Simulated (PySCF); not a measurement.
Input file:

```
{"job": {"kind": "nmr", "xc": "PBE0", "basis": "pcSseg-1"}, "charge": 0, "multiplicity": 1}
C      2.590087     2.002408    -1.090230
C      1.883764     1.274728    -0.454466
C      1.020869     0.383188     0.287730
C      1.378053    -1.097287     0.097185
C      0.117295    -1.819436     0.567388
C     -1.010942    -0.904729     0.167497
C     -2.283171    -1.253115     0.105556
C     -0.454987     0.463236    -0.158662
C     -1.203141     1.613347     0.506113
H      3.214501     2.642582    -1.638322
H      1.083750     0.636298     1.353067
H      1.554910    -1.294755    -0.961991
H      2.269229    -1.383482     0.654560
H      0.012621    -2.814951     0.136635
H      0.127428    -1.926281     1.656099
H     -3.054641    -0.560729    -0.184252
H     -2.606178    -2.252797     0.343643
H     -0.485728     0.606243    -1.246163
H     -0.699295     2.554993     0.296421
H     -2.221395     1.678020     0.132222
H     -1.241949     1.469462     1.584202
```

Launched as:

```sh
OMP_NUM_THREADS=1 python probes_run.py task.json out
```

Geometry: GFN2-xTB.

Method: PBE0/pcSseg-1, SCF density, gas phase, non-relativistic (PySCF).

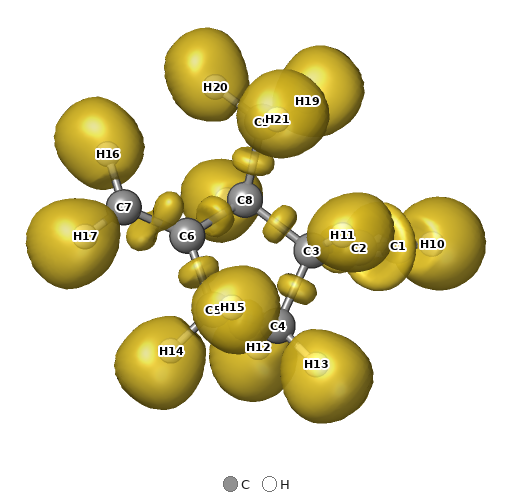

C9H12. Isosurface of the ELF at 0.85 (yellow), seen at a tilt. Core shells and regions of very low density are left out.

> What do the ELF domains correspond to?

At this value the surface marks out nine regions between bonded C–C atoms (shared pairs) and twelve regions around hydrogen nuclei.

Values along the shortest contacts:
C–C (1.20 Å): the ELF peaks at about 0.85 between the atoms: a short, multiple covalent bond. C–H (1.05 Å): the ELF climbs to about 1 towards the hydrogen, as it does in any bond to H; an ordinary covalent bond to hydrogen.
